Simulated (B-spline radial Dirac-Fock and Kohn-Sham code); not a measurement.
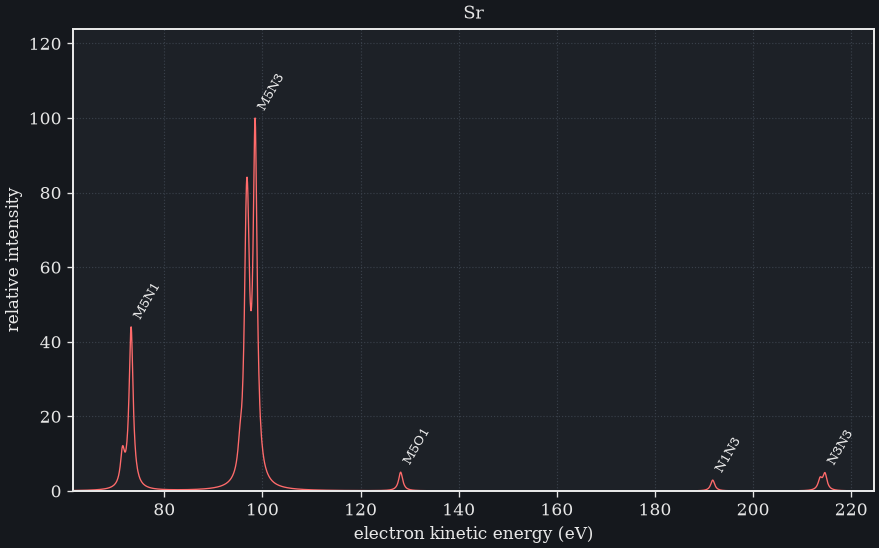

Auger and Coster–Kronig groups that fill an M3 (3p3/2) hole, broadened by 1.0 eV full width. Kinetic energies count from the vacuum level; very weak lines are left out. System: neutral strontium ([Kr] 5s2). Computed with a B-spline radial atomic code: independent-particle Coulomb rates on relativistic LDA orbitals, configuration-average energies from Dirac–Fock. Widths ruled by Coster–Kronig decay come out up to twice the measured ones in this model.

How wide is the M3 level from this decay?

The non-radiative width is 2.64 eV.
